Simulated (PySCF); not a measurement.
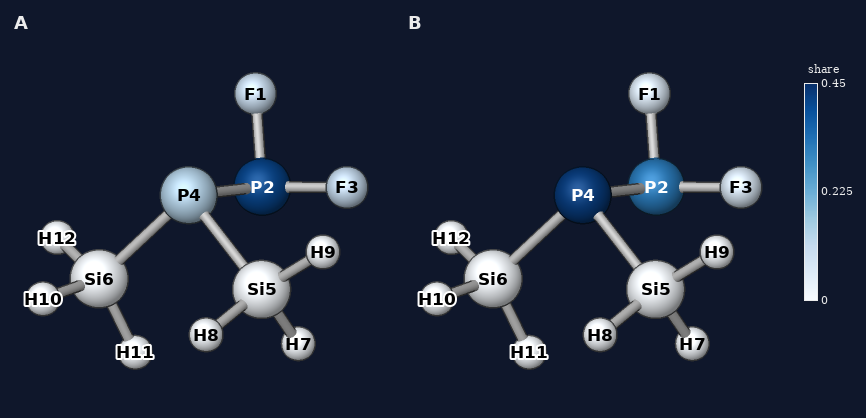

Each panel colours the atoms by their Löwdin share in one orbital (up to four of the largest shares; other atoms are shown as zero). Computed geometry: PBE0-D3(BJ)/def2-SVP optimisation. No frequency run is at hand to confirm it as a minimum. Computed with PBE0/def2-SVPD (PySCF 2.14.0).

### The panels show the HOMO, LUMO, in some order. Which is which?

A: LUMO, −1.18 eV; P2 0.41, P4 0.14, F3 0.11, F1 0.10
B: HOMO, −7.31 eV; P4 0.43, P2 0.32, F3 0.07, F1 0.06
